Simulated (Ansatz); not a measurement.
**BHF2 (SMILES FBF) at 6 levels**

We compute a comparison of 6 runs (CAM-B3LYP/STO-3G, HSE06/STO-3G, wB97X/STO-3G, MP2/STO-3G, UMP2/STO-3G, CCSD(T)/STO-3G) of BHF2. 

The calculation is run with Ansatz 0.2.0.

54 further runs of the same task are left out: 1 that didn't finish, 53 set aside as unsound or not needed.

### Step 1. The molecule

BHF2: 4 atoms, total charge 0, spin state singlet. As SMILES, `FBF`. The F3–B2 distance was set to 3.283 Å, away from the relaxed value. At this shape a bond of the SMILES string is far longer than usual.

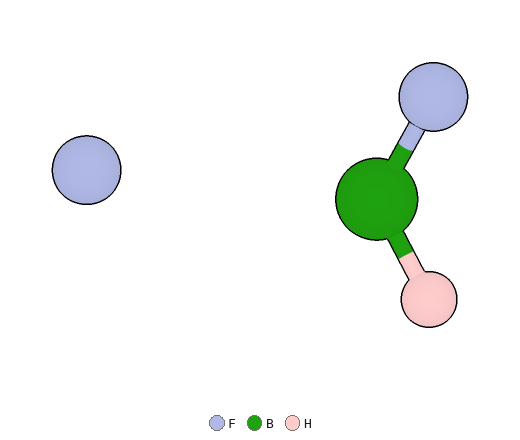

Viewed from a chosen angle; fluorine light blue, boron green, hydrogen pink.

### Step 2. The energy at CAM-B3LYP/STO-3G (run 1)

Input file molecule.yaml:

```yaml
crystal:
  periodic: [false, false, false]
  atoms:
    - {symbol: F, position_ang: [2.794545, -0.382648, 0.334248]}
    - {symbol: B, position_ang: [1.638345, -0.870548, 0.721348]}
    - {symbol: F, position_ang: [-1.095400, 0.528700, -0.438900]}
    - {symbol: H, position_ang: [1.583245, -1.794148, 1.471748]}
basis:
  gaussian: {orbitals: STO-3G}
hamiltonian: {xc: {name: CAM-B3LYP}}
accuracy: high
```

Command:

```console
$ ansatz run molecule.yaml --threads 1 --pin off --max-ram 2610MiB --events-out events.jsonl --progress --plain --runs-dir runs
```

The program printed:

```text
Warning: RAYON_NUM_THREADS=1 ignored (pool sized by the plan → 1); use --threads N
Functional definition: CAM-B3LYP
  name "CAM-B3LYP"
  parameter alpha = 0.19
  parameter beta = 0.46
  parameter omega = 0.33/bohr
  parameter ac = 0.81
  exchange = (1 - alpha - beta)*b88_x + beta*b88_x_sr(omega) + alpha*exact_x + beta*exact_x_lr(omega)
  correlation = (1 - ac)*vwn5_c + ac*lyp_c
248 factors; integrals over basis functions are off by at most 3.8e-8 eV
147 factors; integrals over basis functions are off by at most 8.5e-10 eV
mean field evaluation 1: about -6019.2659 eV, gradient 1.5e1 eV
mean field evaluation 2: about -5626.1079 eV, gradient 4.6e1 eV
mean field evaluation 4: about -6020.1112 eV, gradient 1.1e1 eV
mean field evaluation 8: about -6020.1667 eV, gradient 1.1e1 eV
mean field evaluation 16: about -6028.8018 eV, gradient 9.8e-4 eV
mean field evaluation 32: about -6028.0191 eV, gradient 9.5e0 eV
mean field -6028.80179743 eV, -221.5543795868 hartree, gradient 1.7e-8 eV, S^2 0.000000; 4 other end points of the search recorded, 0 dependent functions left out
reference -6028.80180779 eV, -221.5543799678 hartree; 12, 12 occupied and 4, 4 virtual orbitals, 248 factors
Total energy: -6028.80180779 eV, -221.5543799678 hartree
```

It took 0.84 s on 1 thread of Intel Xeon Platinum 8488C (Sapphire Rapids), shared host.

### Step 3. The energy at HSE06/STO-3G (run 2)

Input file input.yaml:

```yaml
crystal:
  periodic: [false, false, false]
  atoms:
    - {symbol: F, position_ang: [2.794545, -0.382648, 0.334248]}
    - {symbol: B, position_ang: [1.638345, -0.870548, 0.721348]}
    - {symbol: F, position_ang: [-1.095400, 0.528700, -0.438900]}
    - {symbol: H, position_ang: [1.583245, -1.794148, 1.471748]}
basis:
  gaussian:
    orbitals: STO-3G
hamiltonian:
  xc: {name: HSE06}
accuracy: high
```

Command:

```console
$ ansatz run input.yaml --threads 1 --pin off --max-ram 2610MiB --events-out events.jsonl --progress --plain --runs-dir runs
```

The program printed:

```text
Warning: RAYON_NUM_THREADS=1 ignored (pool sized by the plan → 1); use --threads N
Functional definition: HSE06
  name "HSE06"
  parameter a = 0.25
  parameter omega = 0.11/bohr
  exchange = pbe_x - a*pbe_x_sr(omega) + a*exact_x_sr(omega)
  correlation = pbe_c
248 factors; integrals over basis functions are off by at most 3.8e-8 eV
53 factors; integrals over basis functions are off by at most 5.6e-10 eV
mean field evaluation 1: about -6016.9579 eV, gradient 1.1e1 eV
mean field evaluation 2: about -5621.4896 eV, gradient 4.8e1 eV
mean field evaluation 4: about -6017.4773 eV, gradient 1.3e1 eV
mean field evaluation 8: about -6018.0573 eV, gradient 1.5e1 eV
mean field evaluation 16: about -6026.3739 eV, gradient 1.3e-4 eV
mean field -6026.37386492 eV, -221.4651547127 hartree, gradient 2.9e-8 eV, S^2 0.000000; 2 other end points of the search recorded, 0 dependent functions left out
reference -6026.37386625 eV, -221.4651547618 hartree; 12, 12 occupied and 4, 4 virtual orbitals, 248 factors
Total energy: -6026.37386625 eV, -221.4651547618 hartree
```

It took 0.82 s on 1 thread of Intel Xeon Platinum 8488C (Sapphire Rapids), shared host.

### Step 4. The energy at wB97X/STO-3G (run 3)

Input file job.yaml:

```yaml
crystal:
  periodic: [false, false, false]
  atoms:
    - symbol: F
      position_ang: [2.794545, -0.382648, 0.334248]
    - symbol: B
      position_ang: [1.638345, -0.870548, 0.721348]
    - symbol: F
      position_ang: [-1.095400, 0.528700, -0.438900]
    - symbol: H
      position_ang: [1.583245, -1.794148, 1.471748]
basis:
  gaussian:
    orbitals: STO-3G
hamiltonian:
  xc: {name: wB97X}
accuracy: high
```

Command:

```console
$ ansatz run job.yaml --threads 1 --pin off --max-ram 2610MiB --events-out events.jsonl --progress --plain --runs-dir runs
```

The program printed (excerpt; [...] marks lines left out):

```text
Warning: RAYON_NUM_THREADS=1 ignored (pool sized by the plan → 1); use --threads N
Functional definition: wB97X
  name "wB97X"
[...]
      + exact_x_lr(omega)
[...]
      + integral(e_c_pw_opposite_spin*poly(b97_u_opposite, 1, cos1, cos2, cos3, cos4))
248 factors; integrals over basis functions are off by at most 3.8e-8 eV
133 factors; integrals over basis functions are off by at most 5.8e-10 eV
[...]
mean field -6030.47138627 eV, -221.6157358452 hartree, gradient 2.0e-8 eV, S^2 0.000000; 4 other end points of the search recorded, 0 dependent functions left out
reference -6030.47138510 eV, -221.6157358022 hartree; 12, 12 occupied and 4, 4 virtual orbitals, 248 factors
Total energy: -6030.47138510 eV, -221.6157358022 hartree
```

It took 2.7 s on 1 thread of Intel Xeon Platinum 8488C (Sapphire Rapids), shared host; peak memory 0.22 GiB.

Runs 4 to 5 aren't shown in full; the table further down has their settings and results.

### Step 5. A single-point energy at CCSD(T)/STO-3G (run 6)

Edit molecule.yaml of step 2 so:

```diff
@@ -1 +1,4 @@
+basis:
+  gaussian:
+    orbitals: STO-3G
 crystal:
@@ -7,5 +10,7 @@
     - {symbol: H, position_ang: [1.583245, -1.794148, 1.471748]}
-basis:
-  gaussian: {orbitals: STO-3G}
-hamiltonian: {xc: {name: CAM-B3LYP}}
+correlation:
+  method: ccsd_t
+  frozen_orbitals: {B: 1, F: 1, H: 0}
 accuracy: high
+scf:
+  omitted_lower_state_checks: [cluster_reference, increment]
```

Command:

```console
$ ansatz run molecule.yaml --threads 1 --pin off --max-ram 2610MiB --events-out events.jsonl --progress --plain --runs-dir runs
```

The program printed:

```text
Warning: RAYON_NUM_THREADS=1 ignored (pool sized by the plan → 1); use --threads N
[... 13 lines left out ...]
3 core orbitals not correlated: weight in the atoms' cores, before any rotation towards them, 1.000 or more for the frozen orbitals, at most 0.000 for the correlated occupied ones
[... 53 lines left out ...]
WARN: these amplitudes may be one of several solutions (largest doubles amplitude 0.92, level shift 17.56 eV)
Total energy: -6013.96868948 eV, -221.0092729240 hartree
Checks for a lower state left out: cluster_reference, increment
```

Run time: 0.18 s. Hardware: 1 thread of Intel Xeon Platinum 8488C (Sapphire Rapids), shared host.

### Step 6. All runs side by side

```
run             level  frozen core orbitals  energy (Eh)  wall time
  1  CAM-B3LYP/STO-3G                     –  -221.554380     0.84 s
  2      HSE06/STO-3G                     –  -221.465155     0.82 s
  3      wB97X/STO-3G                     –  -221.615736      2.7 s
  4        MP2/STO-3G                     3  -220.934445     0.14 s
  5       UMP2/STO-3G                     3  -220.985044     0.34 s
  6    CCSD(T)/STO-3G                     3  -221.009273     0.18 s
```

### Step 7. What came out

```
                                          quantity          value
                               run 6: total energy  -221.00927 Eh
run 6: correlation energy (3 core orbitals frozen)     -341.3 mEh
                             run 6: (T) correction     -19.13 mEh
                              run 6: T1 diagnostic          0.051
```

Totals of different functionals can't be ranked against each other. In run 6 the T1 diagnostic is large, so a single reference may not serve. In runs 4, 6 the log says that unrestricted orbitals would lower the reference, so the values rest on an unstable closed-shell determinant (other closed-shell runs at this shape may share the fault). In runs 1, 2, 3, 4, 5, 6 the basis is minimal, so the values are rough. Spin contamination of the reference: run 5 ⟨S²⟩ = 1.00. Where it is this large, the reference is a mixture of spin states, and values that rest on it are in doubt. All runs together took 5 s, the longest 2.7 s.
